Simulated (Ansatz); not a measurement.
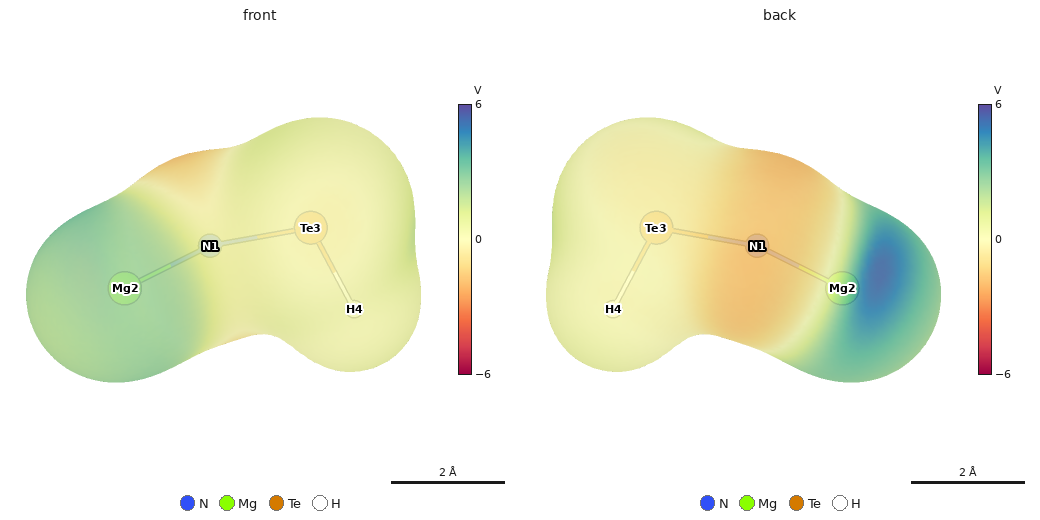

The picture shows: HMgNTe. The electrostatic potential painted on the density surface at 0.004 e/bohr³, seen from the front and from behind; red is negative and blue positive.

Geometry: PBE0-D4/def2-TZVP; core potentials replace the inner electrons of Te.

The calculation used Ansatz 0.2.0, RKS PBE0-D4/def2-TZVPP.

Input file:

```
crystal:
  periodic: [false, false, false]
  atoms:
    - {symbol: N, position_ang: [0.024210, -0.153817, -0.035984]}
    - {symbol: Mg, position_ang: [1.063935, 1.117494, 0.978156]}
    - {symbol: Te, position_ang: [0.373964, -1.976382, -0.494472]}
    - {symbol: H, position_ang: [-0.322531, -2.806485, 0.806839]}
basis:
  gaussian: {orbitals: def2-TZVPP}
hamiltonian: {xc: pbe0, dispersion: d4}
output: {orbitals: {seedname: orbitals}}
```

Run with:

```sh
ansatz run in.yaml --threads 2 --pin off --events-out ev --progress --plain --max-ram 4352MiB
```

Question: Describe the electrostatic potential map.

Answer: The most negative region (about −1.8 V) lies over N1, the most positive (about +5.2 V) over Mg2. N1 is the likeliest acceptor of a hydrogen bond.
